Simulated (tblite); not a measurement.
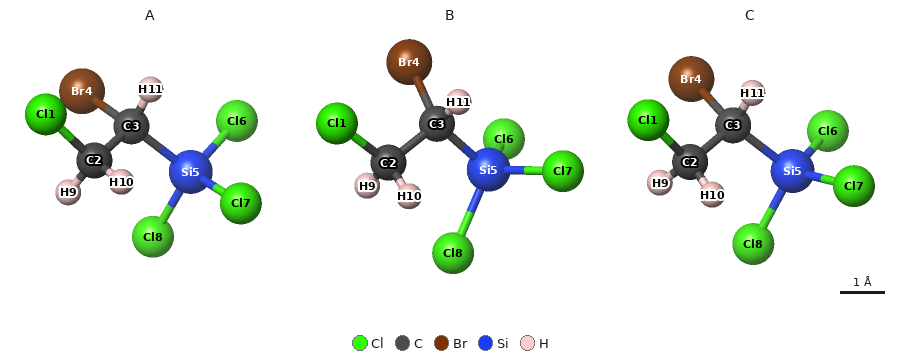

3 geometries from one relaxation of C₂H₃BrCl₄Si, in shuffled order. The picture is a ball-and-stick view, seen at a tilt.

Method: GFN2-xTB geometry optimisation, gas phase (tblite 0.8.0). 

> Order the frames from highest to lowest energy.

B, C, A. They are steps 0, 63, 89, at +10.0 kcal/mol, +1.09 kcal/mol relative to the last. The largest move after the best rigid fit is that of Cl6, 1.06 Å. By element the largest moves are Cl 1.06 Å, Br 1.02 Å, H 0.64 Å, C 0.31 Å, Si 0.14 Å. Among the contacts that change: Br4–Cl6 3.305 → 3.719 Å, Si5–Cl8 2.110 → 2.008 Å, Si5–Cl6 2.083 → 2.005 Å, C3–Si5 1.855 → 1.933 Å. Bond angles that change, for instance: C2–C3–Si5 107.3° → 113.4°, C3–C2–H10 106.3° → 110.2°, Cl6–Si5–Cl8 108.1° → 111.8°. Groups turn about C3–Si5 by about 55°. The energy falls by 10.0 kcal/mol in 89 geometry steps. The run took 1.9 s on 1 thread of Arm Neoverse N1 (shared host).
